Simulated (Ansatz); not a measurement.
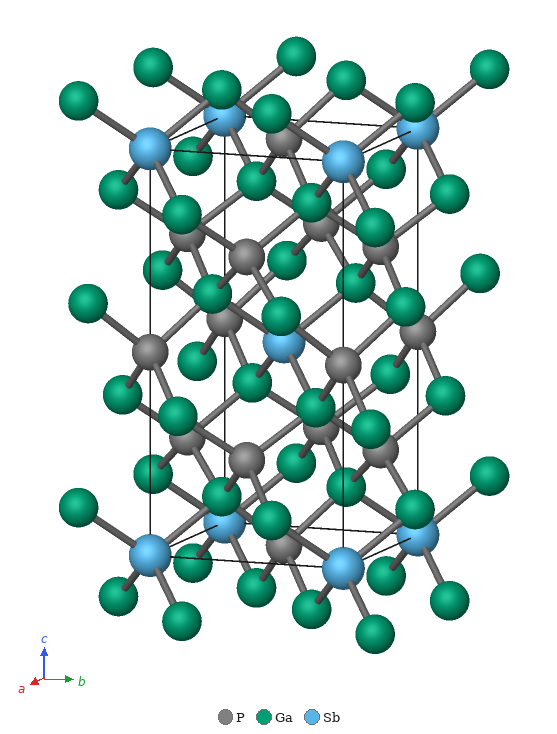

Shown here is a ball-and-stick view of the crystal, taken slightly off an axis. Thin lines show the conventional unit cell, with boundary atoms drawn in all their periodic places. The first bonded neighbours in the surrounding cells are also shown.

Ga4SbP3, space group I-42m (No. 121), a = 5.622 Å, b = 5.622 Å, c = 11.213 Å, α = 90.00°, β = 90.00°, γ = 90.00°. Starting structure: a structure type filled with these elements by a generator (whether the compound takes this form wasn't checked). Earlier steps of the study may have refined or changed the cell and positions. A calculation with Ansatz used it as input.

This one geometry was computed with Ansatz (DFT, plane waves, PAW) at five levels of theory: PBE, r2SCAN, PBE0, PBE with spin-orbit coupling and HSE06. It was relaxed beforehand with r2SCAN.

Which level gives the highest pressure at this volume, and what does that say about its equilibrium volume?

Answer. Highest: PBE (2.3 GPa) and PBE with spin-orbit coupling (2.3 GPa), which points to the largest equilibrium volume. Lowest, with the smallest volume: r2SCAN (0.0 GPa), PBE0 (0.2 GPa) and HSE06 (0.4 GPa). Levels within 0.5 GPa of each other can't be told apart.

How does the band gap change with the level of theory?

Answer. PBE with spin-orbit coupling: a gap of 0.80 eV, direct; PBE: a gap of 0.89 eV, direct; r2SCAN: a gap of 1.25 eV, direct; HSE06: a gap of 1.61 eV, direct; PBE0: a gap of 2.24 eV, direct.

Collect the results in a table.

Answer.
| level | cutoff (eV) | k-mesh of the run's cell | gap (eV) | pressure (GPa) |
| --- | --- | --- | --- | --- |
| PBE | 420 | 6×6×6 | 0.89 | 2.3 |
| r2SCAN | 500 | 6×6×6 | 1.25 | 0.0 |
| PBE0 | 420 | 4×4×4 | 2.24 | 0.2 |
| PBE with spin-orbit coupling | 420 | 6×6×6 | 0.80 | 2.3 |
| HSE06 | 420 | 4×4×4 | 1.61 | 0.4 |

Gaps are taken on the k-mesh or band path of each run.
